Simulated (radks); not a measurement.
The neutral selenium atom in the configuration [Ar] 3d10 4s2 4p4 (high spin). Computed with the in-house radial solver radks: scalar-relativistic Kohn-Sham, exchange-only LDA, spin-polarised, spherical densities, point nucleus.

Wanted: the number of electrons inside radius r (solid) and the radial density 4πr²ρ (dashed).

The count levels off at 34 electrons. Half of them lie within 0.496 bohr, 90 % within 1.86 bohr and 99 % within 3.83 bohr. The radial density has minima at 0.0647 and 0.298 bohr, where the count stands at 2.1 and 11.0; these part the shells that the density resolves.

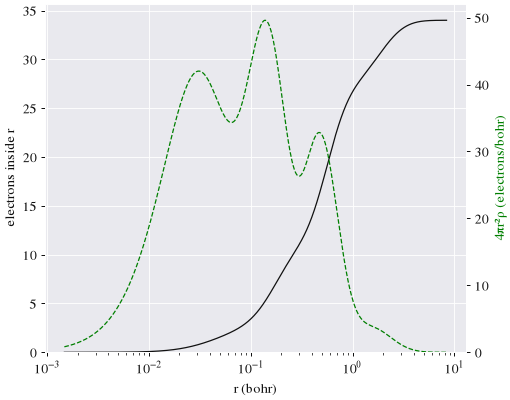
